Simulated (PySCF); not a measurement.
C₅H₆O₄

```xyz
15

C     1.7498   -1.4733   -0.9181
C     1.0897   -0.1417   -0.9935
C     0.0827    0.2430   -0.2169
O    -0.5082    1.4772   -0.4047
C    -0.9193    2.2102    0.6347
O    -0.7611    1.9728    1.7914
O    -0.4021   -0.5690    0.7880
C    -1.7057   -0.6131    1.0758
O    -2.5922   -0.0671    0.4968
H     2.8207   -1.3469   -0.7684
H     1.3427   -2.0634   -0.1031
H     1.6084   -2.0097   -1.8557
H     1.4467    0.5587   -1.7320
H    -1.4285    3.0991    0.2319
H    -1.8279   -1.2688    1.9521
```

Geometry: GFN2-xTB.

Level of theory: PySCF, CAM-B3LYP/def2-SVPD, SCF density, gas phase.

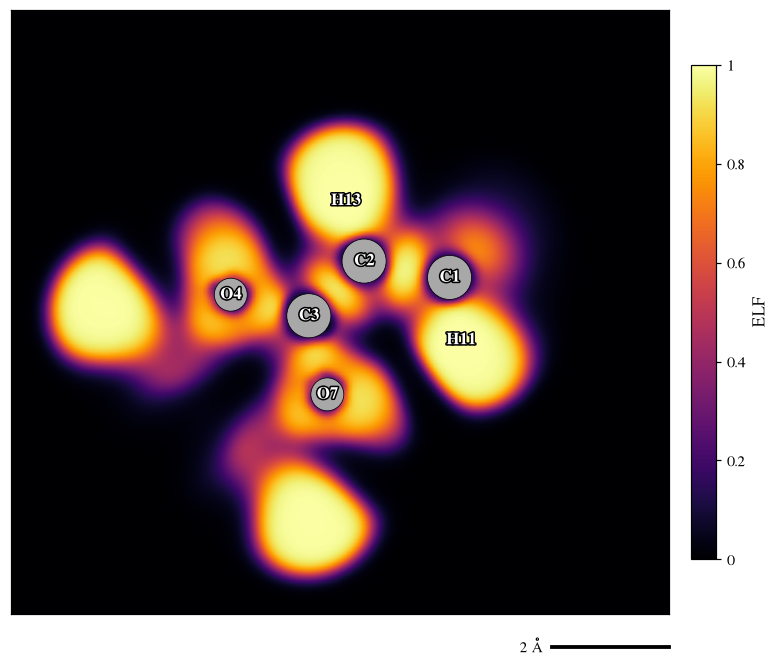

Figure 1. Electron localisation function on the plane of atoms O4, C3 and O7. Grey discs cover the atomic cores.

Question: Interpret the plot.

Answer: The section cuts through C, O and H sites.
C–C (1.33 Å): the ELF peaks at about 0.90 between the atoms (a multiple bond).
C–H (1.08 Å): the ELF climbs to about 1 towards the hydrogen, as it does in any bond to H (a covalent bond by its length).
C–O (1.38 Å): the ELF peaks at about 0.90 between the atoms, as expected for a polar covalent bond.
C–C (1.49 Å): the ELF peaks at about 0.95 between the atoms: a shared electron pair.
The ELF also peaks beside O7 and O4, away from the bonds: lone-pair regions.

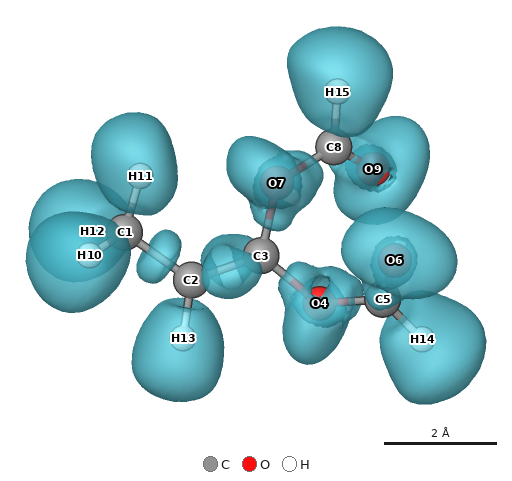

Figure 2. Isosurface of the ELF at 0.75 (cyan), seen across its widest extent. Only the valence region is drawn (cores and ρ < 0.01 e/Å³ removed).

Question: Where are the electrons localised?

Answer: The ELF exceeds this value in two regions between bonded C–C atoms (shared pairs), six regions around hydrogen nuclei and four regions on O in which the atom's valence shell and bonds are merged. Along the contacts the grid gives the following. C–O (1.19 Å): the ELF peaks at about 0.85 between the atoms; a multiple bond.

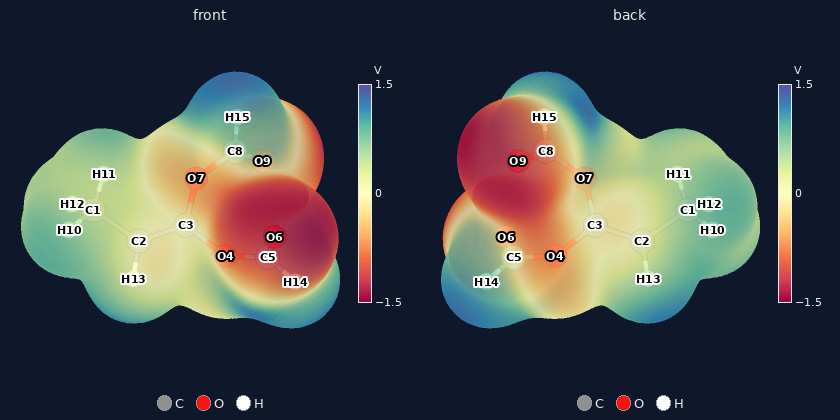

Figure 3. The molecular electrostatic potential painted on the density surface at 0.002 e/bohr³, seen from the front and from behind; the colour scale runs from red (negative) to blue (positive).

Question: Which sites attract a positive test charge, and which a negative one?

Answer: A positive charge is drawn to the negative regions and a negative charge to the positive ones. The most negative region (about −1.5 V, or −35 kcal/mol for a unit charge) lies over O6 and O9, the most positive (about +1.3 V, or +30 kcal/mol for a unit charge) over C5, C8, H14 and H15.

Question: How polar is the molecule by this calculation?

Answer: Its dipole moment is 2.73 D.

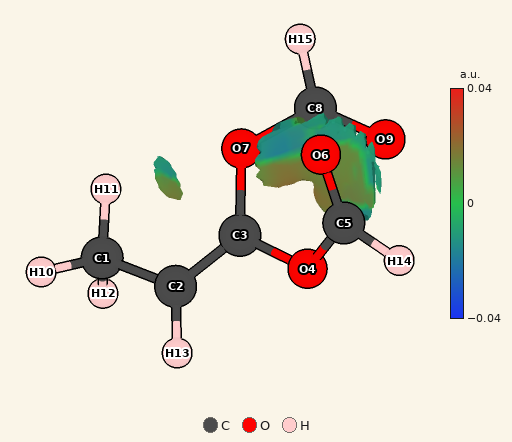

Figure 4. Non-covalent interaction (NCI) plot: the surface where the reduced density gradient is 0.5, for densities under 0.05 a.u., coloured by sign(λ₂)ρ; seen at a tilt.

Question: What holds or crowds the atoms apart from the covalent bonds?

Answer: Between O9 and C8 on one side and O4 and C3 on the other: a weak contact, attractive (blue-green) on one side and crowded (olive to red) on the other; between H11 and C1 on one side and O7 and C3 on the other: a weak contact, attractive (blue-green) on one side and crowded (olive to red) on the other.
